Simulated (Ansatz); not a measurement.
# H2Br (doublet): correlated methods under varied settings at distance H1–H2 along a hydrogen transfer = 0.745 Å

What do other methods and options give for H2Br (doublet) at this geometry, and how long do they take?

Program: Ansatz 0.2.0, Gaussian basis. Level of theory: the settings change from run to run. These are calculated values, not measurements.

4 further runs of the same task are left out: 1 for a mislabelled method, 2 that didn't finish, 1 set aside as unsound or not needed.

### Step 1. What is computed

The geometry derives from fragments relaxed apart (PBE0/def2-TZVP) and kept rigid, so it is no stationary point. A hydrogen atom is moved between rigid fragments. No spin-orbit coupling is included. The filled d shell of Br may be among the frozen orbitals whatever the setting's name suggests; the logs give the count.

3 atoms, charge 0, spin multiplicity 2.

Atoms are counted from 1 here; the program's logs count them from 0.

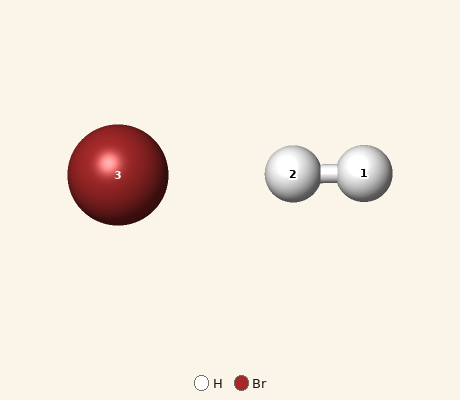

The geometry (hydrogen white, bromine red); atoms are numbered from 1 in the order of the file.

Coordinates:

| atom | x (Å) | y (Å) | z (Å) |
| --- | --- | --- | --- |
| H1 | 0.0000 | 0.0000 | -1.1120 |
| H2 | 0.0000 | 0.0000 | -0.3670 |
| Br3 | 0.0000 | 0.0000 | 1.4790 |

### Step 2. CCSD(T) on UHF/STO-3G

in.yaml reads:

```yaml
crystal:
  periodic: [false, false, false]
  atoms:
    - {symbol: H, position_ang: [0.000000, 0.000000, -1.112000]}
    - {symbol: H, position_ang: [0.000000, 0.000000, -0.367000]}
    - {symbol: Br, position_ang: [0.000000, 0.000000, 1.479000]}
basis:
  gaussian: {orbitals: STO-3G}
magnetization: {spin_polarized: true, initial_magnetization: 1}
correlation: {method: ccsd_t, electrons: outside_noble_gas}
```

On the command line:

```sh
> ansatz run in.yaml --threads 1 --pin off --events-out ev --progress --plain --max-ram 2393MiB
```

Output:

```text
Functional definition: HF
  name "HF"
  cite "Fock, Z. Phys. 61, 126 (1930) doi:10.1007/BF01340294"
  parent pbe
  exchange = exact_x
  correlation = 0
197 factors; integrals over basis functions are off by at most 2.4e-5 eV
mean field evaluation 1: about -69272.1305 eV, gradient 6.3e0 eV
mean field evaluation 2: about -69272.1388 eV, gradient 6.3e0 eV
mean field evaluation 4: about -69272.8582 eV, gradient 4.0e-1 eV
mean field evaluation 8: about -69272.8621 eV, gradient 2.3e-6 eV
mean field evaluation 16: about -69272.2693 eV, gradient 4.2e0 eV
mean field evaluation 32: about -69272.6236 eV, gradient 1.2e0 eV
mean field evaluation 64: about -69272.4451 eV, gradient 4.0e-4 eV
mean field -69272.86205592 eV, -2545.7307257227 hartree, gradient 2.5e-6 eV, S^2 0.755546; 7 other end points of the search recorded, 0 dependent functions left out
determinant -69272.86205592 eV, -2545.7307257227 hartree, with singles and doubles -69273.41100669 eV, -2545.7508992913 hartree
determinant -69272.44506733 eV, -2545.7154016748 hartree, with singles and doubles -69272.95433196 eV, -2545.7341168048 hartree
determinant -69272.86205592 eV, -2545.7307257227 hartree, with singles and doubles -69273.41101325 eV, -2545.7508995325 hartree
determinant -69272.44506733 eV, -2545.7154016748 hartree, with singles and doubles -69272.95431511 eV, -2545.7341161853 hartree
14 core orbitals not correlated: weight in the atoms' cores, before any rotation towards them, 1.000 or more for the frozen orbitals, at most 0.000 for the correlated occupied ones
reference -69272.86205592 eV, -2545.7307257227 hartree; 5, 4 occupied and 1, 2 virtual orbitals, 197 factors
second order -0.35019808 eV of doubles, -0.00000000 eV of singles
cycle   1  -0.54895815 eV  change   -8.2e-7 eV  update   2.5e-6
perturbative correction -0.00002605 eV, -0.0000009575 hartree
Total energy: -69273.41104013 eV, -2545.7509005202 hartree
```

It took 0.51 s on 1 thread of Arm Neoverse N1, shared host.

From the report: ⟨S²⟩ of the determinant 0.756 (pure doublet: 0.75); correlation -0.5490 eV; T1 0.003; largest double amplitude 0.08.

### Step 3. NEVPT4(SD)(1,2)/cc-pVDZ

in.yaml reads:

```yaml
crystal:
  periodic: [false, false, false]
  atoms:
    - {symbol: H, position_ang: [0.000000, 0.000000, -1.112000]}
    - {symbol: H, position_ang: [0.000000, 0.000000, -0.367000]}
    - {symbol: Br, position_ang: [0.000000, 0.000000, 1.479000]}
basis:
  gaussian: {orbitals: cc-pVDZ, point_charges: [{charge: -1.00, position_ang: [4.686, 0.452, 0.167]}]}
magnetization: {spin_polarized: false, initial_magnetization: 1}
correlation: {method: fic_nevpt4_sd, electrons: valence, active_space: {window: {electrons: 1, orbitals: 2}}}
scf: {lower_state_search: off}
```

The command is unchanged.

Output, shortened:

```text
Functional definition: HF
  name "HF"
  cite "Fock, Z. Phys. 61, 126 (1930) doi:10.1007/BF01340294"
  parent pbe
[...]
403 factors; integrals over basis functions are off by at most 1.5e-3 eV
[...]
mean field -70027.63547352 eV, -2573.4681372157 hartree, gradient 1.4e-6 eV, S^2 0.750000; 0 other end points of the search recorded, 0 dependent functions left out
reference -70027.63547352 eV, -2573.4681372157 hartree; 19, 18 occupied and 18, 19 virtual orbitals, 403 factors
state -70027.63547352 eV, -2573.4681372157 hartree
state -70027.63547352 eV, -2573.4681372157 hartree; corrected -70032.15018775 eV, -2573.6340499034 hartree
WARN: 1 active orbitals are nearly empty or full. The corrections depend on them more than the energy does, and are more stable in an active space without them
Total energy: -70032.15018775 eV, -2573.6340499034 hartree
Checks for a lower state left out: stability, starts, cluster_reference, orbital_swaps, neighbouring_geometries, increment
```

Run time: 1.1 s. Hardware: 1 thread of Arm Neoverse N1, shared host.

From the report: 2 determinants; active occupations 1.00, 0.00. The report marks this result as in doubt.

### Step 4. CCSD(T) on UHF/def2-TZVP

in.yaml reads:

```yaml
crystal:
  periodic: [false, false, false]
  atoms:
    - {symbol: H, position_ang: [0.000000, 0.000000, -1.112000]}
    - {symbol: H, position_ang: [0.000000, 0.000000, -0.367000]}
    - {symbol: Br, position_ang: [0.000000, 0.000000, 1.479000]}
basis:
  gaussian: {orbitals: def2-TZVP, point_charges: [{charge: -1.00, position_ang: [3.032, -0.124, 0.004]}]}
magnetization: {spin_polarized: true, initial_magnetization: 1}
correlation: {method: ccsd_t, electrons: outside_noble_gas}
```

Same command.

Output, shortened:

```text
Functional definition: HF
  name "HF"
  cite "Fock, Z. Phys. 61, 126 (1930) doi:10.1007/BF01340294"
  parent pbe
[...]
422 factors; integrals over basis functions are off by at most 1.3e-3 eV
[...]
mean field -70028.80926439 eV, -2573.5112732344 hartree, gradient 2.1e-6 eV, S^2 0.767949; 12 other end points of the search recorded, 0 dependent functions left out
determinant -70028.80926439 eV, -2573.5112732344 hartree, with singles and doubles -70034.21659902 eV, -2573.7099891170 hartree
determinant -70028.34763498 eV, -2573.4943086667 hartree, with singles and doubles -70033.68937369 eV, -2573.6906139434 hartree
determinant -70028.10963468 eV, -2573.4855623168 hartree, with singles and doubles -70033.45707387 eV, -2573.6820770827 hartree
determinant -70028.80926439 eV, -2573.5112732344 hartree, with singles and doubles -70034.18910847 eV, -2573.7089788579 hartree
determinant -70028.34763498 eV, -2573.4943086667 hartree, with singles and doubles -70033.65711838 eV, -2573.6894285826 hartree
14 core orbitals not correlated: weight in the atoms' cores, before any rotation towards them, 1.000 or more for the frozen orbitals, at most 0.000 for the correlated occupied ones
reference -70028.80926439 eV, -2573.5112732344 hartree; 5, 4 occupied and 41, 42 virtual orbitals, 422 factors
second order -4.65690630 eV of doubles, -0.00000000 eV of singles
cycle   1  -5.37984499 eV  change   -9.0e-7 eV  update   2.2e-6
perturbative correction -0.15291178 eV, -0.0056194044 hartree
Total energy: -70034.34202116 eV, -2573.7145982955 hartree
```

Wall time 9.5 s (1 thread of Arm Neoverse N1, shared host).

From the report: ⟨S²⟩ of the determinant 0.768 (pure doublet: 0.75); correlation -5.5328 eV; T1 0.012; largest double amplitude 0.04.

### Step 5. CCSD on UHF/pcseg-2

in.yaml reads:

```yaml
crystal:
  periodic: [false, false, false]
  atoms:
    - {symbol: H, position_ang: [0.000000, 0.000000, -1.112000]}
    - {symbol: H, position_ang: [0.000000, 0.000000, -0.367000]}
    - {symbol: Br, position_ang: [0.000000, 0.000000, 1.479000]}
basis:
  gaussian: {orbitals: pcseg-2}
magnetization: {spin_polarized: true, initial_magnetization: 1}
correlation: {method: ccsd, electrons: outside_noble_gas}
accuracy: high
```

The command is unchanged.

Output, shortened:

```text
Functional definition: HF
  name "HF"
  cite "Fock, Z. Phys. 61, 126 (1930) doi:10.1007/BF01340294"
  parent pbe
[...]
899 factors; integrals over basis functions are off by at most 4.9e-9 eV
[...]
mean field -70029.25115932 eV, -2573.5275125737 hartree, gradient 1.2e-8 eV, S^2 0.768313; 7 other end points of the search recorded, 0 dependent functions left out
determinant -70029.25115932 eV, -2573.5275125737 hartree, with singles and doubles -70034.76536701 eV, -2573.7301559687 hartree
determinant -70028.57876814 eV, -2573.5028026536 hartree, with singles and doubles -70034.04928496 eV, -2573.7038404387 hartree
14 core orbitals not correlated: weight in the atoms' cores, before any rotation towards them, 1.000 or more for the frozen orbitals, at most 0.000 for the correlated occupied ones
reference -70029.25115932 eV, -2573.5275125737 hartree; 5, 4 occupied and 52, 53 virtual orbitals, 899 factors
second order -4.74797010 eV of doubles, -0.00000000 eV of singles
cycle   1  -5.45703070 eV  change   -2.3e-1 eV  update   1.2e-2
[...]
cycle  19  -5.46406309 eV  change   4.3e-10 eV  update  4.8e-10
Total energy: -70034.71522240 eV, -2573.7283131884 hartree
```

Run time: 11 s. Hardware: 1 thread of Arm Neoverse N1, shared host; peak memory 0.27 GiB.

From the report: ⟨S²⟩ of the determinant 0.768 (pure doublet: 0.75); correlation -5.4641 eV; T1 0.010; largest double amplitude 0.05.

### Step 6. MRCISD+Q(relaxed)(5,4)/STO-3G

in.yaml reads:

```yaml
crystal:
  periodic: [false, false, false]
  atoms:
    - {symbol: H, position_ang: [0.000000, 0.000000, -1.112000]}
    - {symbol: H, position_ang: [0.000000, 0.000000, -0.367000]}
    - {symbol: Br, position_ang: [0.000000, 0.000000, 1.479000]}
basis:
  gaussian: {orbitals: STO-3G}
magnetization: {spin_polarized: false, initial_magnetization: 1}
correlation: {method: fic_mrcisd_q_relaxed, electrons: valence, active_space: {window: {electrons: 5, orbitals: 4}}}
```

Same command.

Output, shortened:

```text
Functional definition: HF
  name "HF"
  cite "Fock, Z. Phys. 61, 126 (1930) doi:10.1007/BF01340294"
  parent pbe
[...]
197 factors; integrals over basis functions are off by at most 2.4e-5 eV
[...]
mean field -69272.82279949 eV, -2545.7292830754 hartree, gradient 1.2e-6 eV, S^2 0.750000; 7 other end points of the search recorded, 0 dependent functions left out
reference -69272.82279949 eV, -2545.7292830754 hartree; 19, 18 occupied and 1, 2 virtual orbitals, 197 factors
state -69273.40846232 eV, -2545.7508057876 hartree
contracted CI cycle   1: correlation 0.00000000 eV, 0.0000000000 hartree, residual 3.09e-1 eV
contracted CI cycle   2: correlation -0.00247170 eV, -0.0000908333 hartree, residual 1.02e-1 eV
contracted CI cycle   3: correlation -0.00259139 eV, -0.0000952318 hartree, residual 1.29e-2 eV
contracted CI cycle   4: correlation -0.00259387 eV, -0.0000953231 hartree, residual 4.77e-3 eV
contracted CI cycle   5: correlation -0.00259420 eV, -0.0000953350 hartree, residual 7.92e-4 eV
state -69273.40846232 eV, -2545.7508057876 hartree; corrected -69273.41105674 eV, -2545.7509011305 hartree
Total energy: -69273.41105674 eV, -2545.7509011305 hartree
```

It took 0.96 s on 1 thread of Arm Neoverse N1, shared host.

From the report: 24 determinants; active occupations 2.00, 1.98, 1.00, 0.02.

### Step 7. CCSDT on UHF/6-31G*

in.yaml reads:

```yaml
crystal:
  periodic: [false, false, false]
  atoms:
    - {symbol: H, position_ang: [0.000000, 0.000000, -1.112000]}
    - {symbol: H, position_ang: [0.000000, 0.000000, -0.367000]}
    - {symbol: Br, position_ang: [0.000000, 0.000000, 1.479000]}
basis:
  gaussian: {orbitals: "6-31G*"}
magnetization: {spin_polarized: true, initial_magnetization: 1}
correlation: {method: ccsdt, electrons: outside_noble_gas}
scf: {omitted_lower_state_checks: [cluster_reference]}
```

Same command.

Output, shortened:

```text
Functional definition: HF
  name "HF"
  cite "Fock, Z. Phys. 61, 126 (1930) doi:10.1007/BF01340294"
  parent pbe
[...]
582 factors; integrals over basis functions are off by at most 2.2e-7 eV
[...]
mean field -70020.08687405 eV, -2573.1907313019 hartree, gradient 1.0e-5 eV, S^2 0.765984; 9 other end points of the search recorded, 0 dependent functions left out
14 core orbitals not correlated: weight in the atoms' cores, before any rotation towards them, 1.000 or more for the frozen orbitals, at most 0.000 for the correlated occupied ones
reference -70020.08687405 eV, -2573.1907313019 hartree; 5, 4 occupied and 20, 21 virtual orbitals, 582 factors
second order -3.13682292 eV of doubles, -0.00000000 eV of singles
cycle   1  -3.55599429 eV  change   -4.2e-1 eV  update   4.6e-2
[...]
cycle  13  -3.75762899 eV  change    3.3e-7 eV  update   1.7e-7
Total energy: -70023.84450304 eV, -2573.3288216203 hartree
Checks for a lower state left out: cluster_reference
```

Wall time 4.1 s (1 thread of Arm Neoverse N1, shared host).

From the report: ⟨S²⟩ of the determinant 0.766 (pure doublet: 0.75); correlation -3.7576 eV; T1 0.010; largest double amplitude 0.05.

### Step 8. CCSD on UHF/cc-pVTZ

in.yaml: that of step 7 with these lines changed.

```diff
@@ -7,5 +7,5 @@
 basis:
-  gaussian: {orbitals: "6-31G*"}
+  gaussian: {orbitals: cc-pVTZ}
 magnetization: {spin_polarized: true, initial_magnetization: 1}
-correlation: {method: ccsdt, electrons: outside_noble_gas}
+correlation: {method: ccsd, electrons: outside_noble_gas}
 scf: {omitted_lower_state_checks: [cluster_reference]}
```

Launched as before.

Output, shortened:

```text
Functional definition: HF
  name "HF"
  cite "Fock, Z. Phys. 61, 126 (1930) doi:10.1007/BF01340294"
  parent pbe
[...]
421 factors; integrals over basis functions are off by at most 1.2e-3 eV
[...]
mean field -70029.99147466 eV, -2573.5547186607 hartree, gradient 1.6e-6 eV, S^2 0.768308; 10 other end points of the search recorded, 0 dependent functions left out
14 core orbitals not correlated: weight in the atoms' cores, before any rotation towards them, 1.000 or more for the frozen orbitals, at most 0.000 for the correlated occupied ones
reference -70029.99147466 eV, -2573.5547186607 hartree; 5, 4 occupied and 52, 53 virtual orbitals, 421 factors
second order -4.76842867 eV of doubles, -0.00000000 eV of singles
cycle   1  -5.29946064 eV  change   -5.3e-1 eV  update   4.8e-2
[...]
cycle   9  -5.48407047 eV  change    7.6e-6 eV  update   7.3e-6
Total energy: -70035.47554513 eV, -2573.7562545333 hartree
Checks for a lower state left out: cluster_reference
```

It took 6 s on 1 thread of Arm Neoverse N1, shared host.

From the report: ⟨S²⟩ of the determinant 0.768 (pure doublet: 0.75); correlation -5.4841 eV; T1 0.011; largest double amplitude 0.04.

### Step 9. CCSD/cc-pVTZ-DK

in.yaml reads:

```yaml
crystal:
  periodic: [false, false, false]
  atoms:
    - {symbol: H, position_ang: [0.000000, 0.000000, -1.112000]}
    - {symbol: H, position_ang: [0.000000, 0.000000, -0.367000]}
    - {symbol: Br, position_ang: [0.000000, 0.000000, 1.479000]}
basis:
  gaussian: {orbitals: cc-pVTZ-DK}
magnetization: {spin_polarized: false, initial_magnetization: 1}
hamiltonian: {xc: {name: r2SCAN}}
correlation: {method: ccsd, electrons: outside_noble_gas, diis_vectors: 12}
scf: {lower_state_search: full}
output: {forces: true}
```

Launched as before.

Output, shortened:

```text
Functional definition: r2SCAN
  name "r2SCAN"
  cite "Furness, Kaplan, Ning, Perdew & Sun, J. Phys. Chem. Lett. 11, 8208 (2020) doi:10.1021/acs.jpclett.0c02405"
  cite "Furness, Kaplan, Ning, Perdew & Sun, J. Phys. Chem. Lett. 11, 9248 (2020) doi:10.1021/acs.jpclett.0c03077"
  parent r2scan
[...]
423 factors; integrals over basis functions are off by at most 1.2e-3 eV
[...]
mean field -70950.36665849 eV, -2607.3778828137 hartree, gradient 1.8e-6 eV, S^2 0.750000; 10 other end points of the search recorded, 0 dependent functions left out
[...]
14 core orbitals not correlated: weight in the atoms' cores, before any rotation towards them, 1.000 or more for the frozen orbitals, at most 0.000 for the correlated occupied ones
reference -70899.89429450 eV, -2605.5230576485 hartree; 5, 4 occupied and 52, 53 virtual orbitals, 423 factors
second order -4.98027398 eV of doubles, -0.24794412 eV of singles
cycle   1  -5.66163671 eV  change   -4.3e-1 eV  update   4.4e-2
[...]
cycle  12  -5.82909748 eV  change   -2.6e-8 eV  update   1.2e-7
[...]
Total energy: -70905.72339198 eV, -2605.7372730298 hartree
Relativity: scalar
Atom 0 at     0.000000     0.000000    -1.112000 Å, force    -0.000000     0.000000    -0.849575 eV/Å
Atom 1 at     0.000000     0.000000    -0.367000 Å, force    -0.000000    -0.000000    -0.251931 eV/Å
Atom 2 at     0.000000     0.000000     1.479000 Å, force     0.000000    -0.000000     1.101506 eV/Å
Dipole moment:     0.000000    -0.000000    -0.122314 e Å
```

Wall time 37 s (1 thread of Arm Neoverse N1, shared host).

From the report: correlation -5.8291 eV; T1 0.025; largest double amplitude 0.04. The orbitals are Kohn-Sham ones, so correlation energy and T1 don't compare with those on Hartree-Fock orbitals.

### Step 10. The runs in one table

Where basis and cores are those of an earlier UCCSDT(Q)/cc-pVTZ run (-70035.6528 eV), and the state is the same kind, the miss against it is given. † marks a result that the program doubts.

| level | correlated | functions | energy (eV) | from UCCSDT(Q) (meV) | time |
| --- | --- | --- | --- | --- | --- |
| CCSD(T) on UHF/STO-3G | outside noble gas | 20 | -69273.4110 |  | 0.51 s |
| NEVPT4(SD)(1,2)/cc-pVDZ (beside a point charge) † | valence | 37 | -70032.1502 |  | 1.1 s |
| CCSD(T) on UHF/def2-TZVP (beside a point charge) | outside noble gas | 60 | -70034.3420 |  | 9.5 s |
| CCSD on UHF/pcseg-2 | outside noble gas | 71 | -70034.7152 |  | 11 s |
| MRCISD+Q(relaxed)(5,4)/STO-3G | valence | 20 | -69273.4111 |  | 0.96 s |
| CCSDT on UHF/6-31G* | outside noble gas | 39 | -70023.8445 |  | 4.1 s |
| CCSD on UHF/cc-pVTZ | outside noble gas | 71 | -70035.4755 | 177.2 | 6 s |
| CCSD/cc-pVTZ-DK (on r2SCAN orbitals) | outside noble gas | 71 | -70905.7234 |  | 37 s |

### Step 11. What came out

| quantity | value |
| --- | --- |
| runs | 8 |
| quickest | CCSD(T) on UHF/STO-3G, 0.51 s |
| slowest | CCSD/cc-pVTZ-DK (on r2SCAN orbitals), 37 s |

What this shows: Total energies in different bases, with other cores or another treatment of relativity can't be set against each other. CCSD/cc-pVTZ-DK (on r2SCAN orbitals) took 72 times as long as CCSD(T) on UHF/STO-3G; the jobs differ in more than the method.
